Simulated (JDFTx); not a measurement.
System: HPbNO4.

Input file:

```
lattice \
    7.9353946343     3.6207152548     3.3275242465 \
    0.2100808533     7.3535290633     2.3670520464 \
    0.3177952424     0.2375007793    12.0425820854
coords-type Lattice
ion H      0.8914500000     0.6820200000     0.6279600000 1
ion Pb     0.1442600000     0.9287200000     0.8835200000 1
ion N      0.2567000000     0.2886100000     0.3017100000 1
ion O      0.8310800000     0.6505600000     0.7840500000 1
ion O      0.3869400000     0.2238000000     0.1129500000 1
ion O      0.3110400000     0.0357600000     0.4585600000 1
ion O      0.0772600000     0.6063300000     0.3227500000 1

ion-species pseudo/H.upf
ion-species pseudo/Pb.upf
ion-species pseudo/N.upf
ion-species pseudo/O.upf
elec-cutoff 42 336
elec-ex-corr gga-PBE
kpoint-folding 7 7 5
elec-smearing Fermi 0.0018374661
elec-n-bands 30
electronic-SCF nIterations 100 energyDiffThreshold 1e-09
electronic-minimize nIterations 30 energyDiffThreshold 1e-7
converge-empty-states yes
forces-output-coords Cartesian

dump-name run.$VAR
dump End Ecomponents EigStats BandEigs Kpoints Forces Stress ElecDensity Dtot KEdensity
```

Run with:

```sh
jdftx -c 1 -i HPbNO4.in -o HPbNO4.out
```

Below, planes, directions and counts refer to the conventional cell (a = 4.20 Å, b = 4.34 Å, c = 6.73 Å, α = 71.95°, β = 72.29°, γ = 62.23°).

Space group P1; a generated structure, not necessarily the stable one.

Theory: Kohn-Sham DFT of a periodic cell, PBE, PseudoDojo-SR-PBE-0.5-standard + PseudoDojo-SR-PBE-0.4.1-standard (JDFTx).

### What can the converged valence pseudo-density and electron localisation function tell about the bonding?

O–H (0.98 Å): the density is about 3.8 e/Å³ at the midpoint; the ELF climbs to about 1 towards the hydrogen, as it does in any bond to H: a covalent bond by its length.
Pb–O (2.48 Å): ρ is about 0.34 e/Å³ halfway; the ELF is about 0.15 at the midpoint (no localised pair shows between them).
Pb–O (2.67 Å): ρ is about 0.2 e/Å³ halfway; the ELF is about 0.10 at the midpoint: no localised pair shows between them.

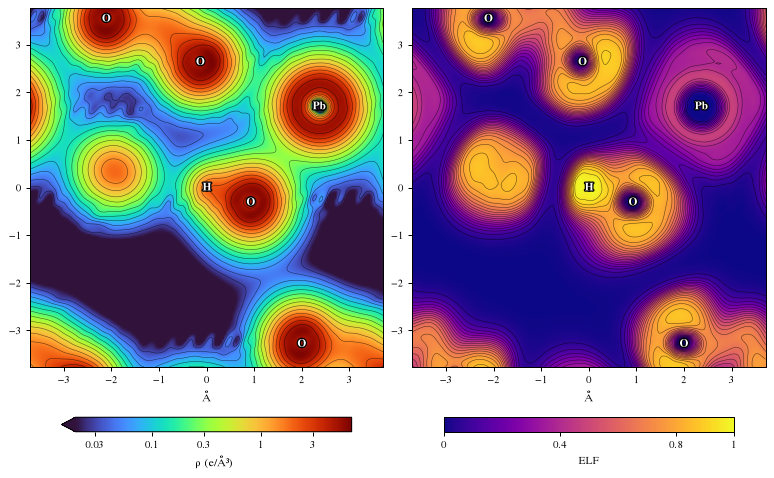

Computed valence pseudo-density and electron localisation function on the (11̄0) plane of the conventional cell, in this order. Atoms just off the plane (N, 0.5 Å away and O, 0.6 Å away) can leave unmarked features too.
